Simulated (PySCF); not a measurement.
C₇H₅F₂ (SMILES C=Cc1c[c-](F)cc1F) (charge −1)

The calculation's input:

```
{"job": {"kind": "nmr", "xc": "PBE0", "basis": "pcSseg-1"}, "charge": -1, "multiplicity": 1}
C      2.483359    -0.204411    -0.684956
C      1.411521     0.585279    -0.544353
C      0.114769     0.211915    -0.081634
C     -0.352099    -1.061771     0.335184
C     -1.670733    -0.913874     0.689295
F     -2.488388    -1.929074     1.152626
C     -2.096356     0.410905     0.522883
C     -0.983979     1.077826     0.049911
F     -0.959578     2.425359    -0.253430
H      2.453702    -1.254459    -0.445086
H      3.428119     0.175063    -1.045887
H      1.511878     1.636593    -0.805097
H      0.221135    -1.970510     0.366856
H     -3.074029     0.810686     0.721522
```

Launched as:

```sh
OMP_NUM_THREADS=1 python probes_run.py task.json out
```

Geometry: GFN2-xTB.

Theory: PBE0/pcSseg-1, SCF density, gas phase, non-relativistic (PySCF 2.14.0).

Q: Predict the electron density and electron localisation function between the atoms.

A: C–C (1.34 Å): ρ at the midpoint is about 2.2 e/Å³; the ELF peaks at about 0.95 between the atoms; a multiple bond.
C–F (1.38 Å): ρ is about 2 e/Å³ halfway, with its minimum of 1.6 e/Å³ about 0.5 Å from C; the ELF peaks at about 0.85 between the atoms; a shared but strongly polarised pair.
C–H (1.07 Å): ρ at the midpoint is about 2 e/Å³; the ELF climbs to about 1 towards the hydrogen, as it does in any bond to H (a covalent bond by its length).
C–C (1.38 Å): the density is about 2.1 e/Å³ at the midpoint; the ELF peaks at about 0.95 between the atoms: a covalent bond.

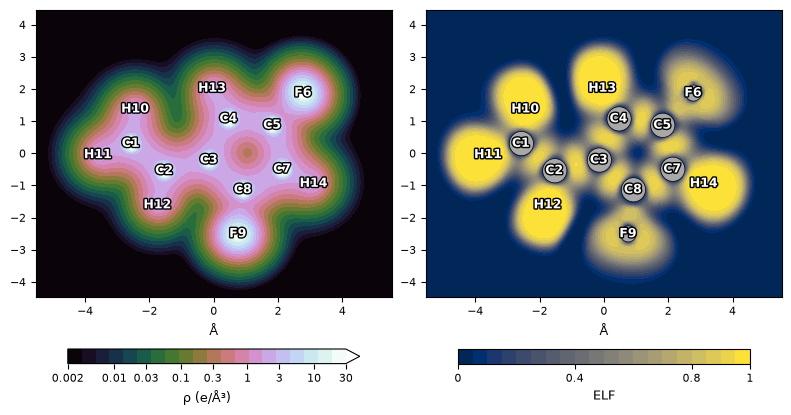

Computed electron density and electron localisation function on the molecular plane, in this order. Grey discs cover the atomic cores in the ELF map. 
